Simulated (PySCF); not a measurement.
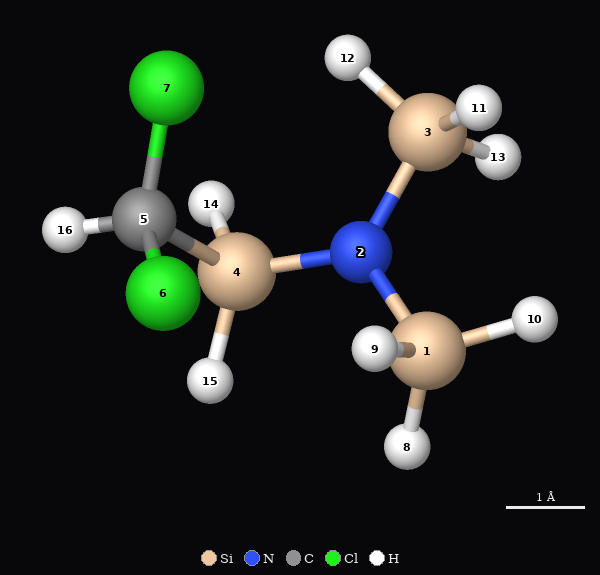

Fig. 1: The structure as given in the input (ball-and-stick view, seen at a tilt; atoms are numbered from 1 in the order of the input). Bond lengths as drawn: C–Cl 1.74 Å, C–H 1.09 Å, C–Si 2.02 Å, H–Si 1.45 to 1.47 Å and N–Si 1.72 to 1.80 Å.

**EPR calculation, with input and output: CH9Cl2NSi3 (charge +1)**

CH9Cl2NSi3, charge +1, multiplicity 2, SMILES [SiH3][N+]([SiH3])[SiH2]C(Cl)Cl, computed with UKS B3LYP, pcH-1 on C Cl H N Si, non-relativistic, mean-field spin-orbit, GIAO (PySCF 2.14.0).

It belongs to a series of runs on one base structure; here: electron removed.

Log
```
UKS, coarse grid
  cycle   1  E = -1886.82225015  |g| = 4.85e-01
  cycle   2  E = -1886.44836984  |g| = 9.76e-01
  cycle   3  E = -1886.90258240  |g| = 1.73e-01
  cycle   4  E = -1886.91097626  |g| = 1.41e-01
  cycle   5  E = -1886.92053568  |g| = 3.64e-02
  cycle   6  E = -1886.92116474  |g| = 1.41e-02
  cycle   7  E = -1886.92123860  |g| = 8.72e-03
  cycle   8  E = -1886.92128547  |g| = 2.71e-03
  cycle   9  E = -1886.92129133  |g| = 7.02e-04
UKS, final grid
  cycle   1  E = -1886.92125720  |g| = 1.50e-03
  cycle   2  E = -1886.92124815  |g| = 4.47e-03
  cycle   3  E = -1886.92125843  |g| = 2.53e-04
  cycle   4  E = -1886.92125845  |g| = 1.04e-04
  cycle   5  E = -1886.92125846  |g| = 6.03e-05
  cycle   6  E = -1886.92125846  |g| = 2.08e-05
E = -1886.92125846 Eh   <S^2> = 0.7560 (exact 0.7500)
g shifts (ppm)      1          2          3
  rmc          -208       -208       -208
  gc             -1         65         69
  oz_so         126      17426      25074
  total         -83      17283      24935
hyperfine (MHz)  atom isotope    a_iso     a_fc   dipolar eigenvalues
    0  29Si      26.41      26.47     -3.25      1.43      1.82
    1   14N      15.74      15.63    -19.72    -19.72     39.44
    2  29Si      25.94      25.99     -2.21      0.85      1.36
    3  29Si      42.78      42.86     -5.47      2.65      2.82
    4   13C      77.76      76.98    -22.46    -22.08     44.54
    5  35Cl       6.42       4.50    -25.18    -22.51     47.70
    6  35Cl       3.36       1.72    -19.78    -16.98     36.76
    7    1H      37.25      37.26     -1.80     -1.10      2.91
    8    1H     123.41     123.42     -3.40      0.56      2.83
    9    1H      18.14      18.14     -1.89     -1.21      3.10
   10    1H      29.73      29.74     -1.98     -1.00      2.98
   11    1H      22.09      22.10     -2.27     -0.46      2.72
   12    1H     107.94     107.94     -2.34     -0.71      3.04
   13    1H      55.30      55.30     -1.87     -1.23      3.10
   14    1H      29.54      29.54     -1.91     -1.05      2.96
   15    1H      78.05      77.97     -9.08     -4.98     14.06
```

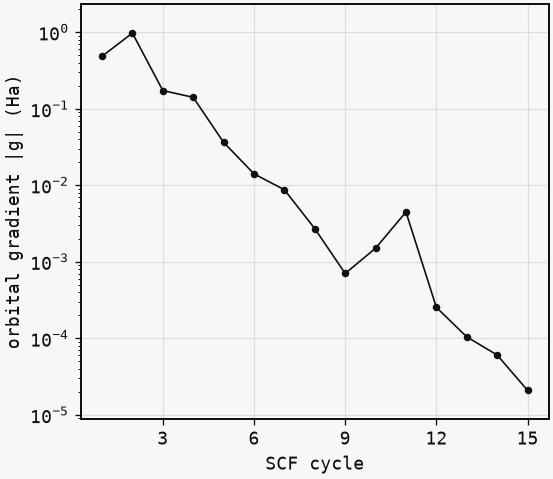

Fig. 2: Convergence of the self-consistent field: orbital gradient |g| against the SCF cycle. All cycles printed in the log are drawn one after another.

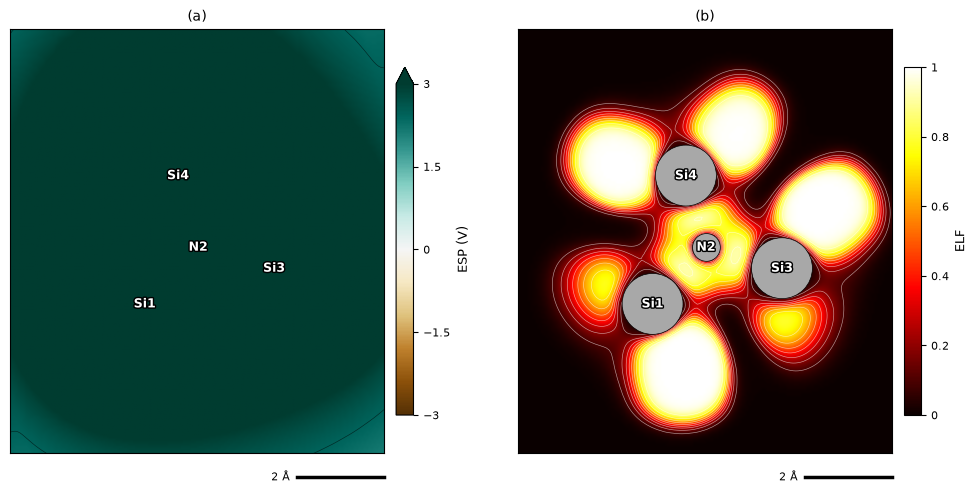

Fig. 3: (a) electrostatic potential; (b) ELF on the plane of atoms Si3, N2 and Si4. Grey discs, where drawn, cover atomic cores. Si–N (1.72 Å): the ELF peaks at about 0.90 between the atoms, which marks a shared but strongly polarised pair. The potential has no marked negative region in this plane.

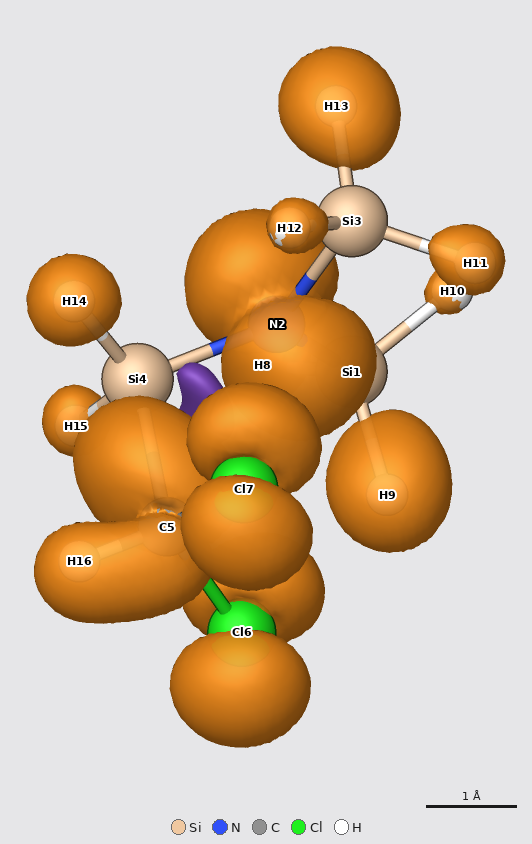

Fig. 4: Isosurfaces of the spin density at +0.01 (orange) and −0.01 e/Å³ (purple), seen at an oblique angle. The unpaired spin (1 electron) lies mostly on N2 (about 0.3), C5 (about 0.2), Cl6 (about 0.1) and Cl7 (about 0.1), in electrons by Hirshfeld's partition.

This output came from the following input.

Input
```
{"job": {"kind": "epr", "basis": "pcH-1"}, "charge": 1, "multiplicity": 2}
Si    -1.262397     1.607435     0.509483
N     -0.671021     0.032692    -0.111369
Si    -1.414879    -1.471662     0.535322
Si     0.597235    -0.024325    -1.268390
C      2.306651    -0.127540    -0.193898
Cl     2.485243     1.322633     0.748817
Cl     2.308865    -1.570340     0.779147
H     -1.416991     2.450889    -0.671240
H     -0.172656     2.059207     1.384405
H     -2.498100     1.316561     1.222983
H     -1.550738    -1.240251     1.968614
H     -0.493243    -2.552147     0.190126
H     -2.683656    -1.561253    -0.184961
H      0.600044    -1.277995    -2.004853
H      0.742698     1.226477    -1.994907
H      3.115345    -0.181436    -0.920690
```

The first line tells a small driver script what to run in PySCF; the rest is the geometry in Å.

Run as:
```bash
OMP_NUM_THREADS=1 python <driver script> task.json out
```

Results in brief

```tsv
quantity	value
outcome	converged
total energy	−1886.921258 hartree
⟨S²⟩	0.756
isotropic g	2.0164
hardware	1 CPU thread, shared host
wall time	2.8 min
peak memory	1.2 GiB
```
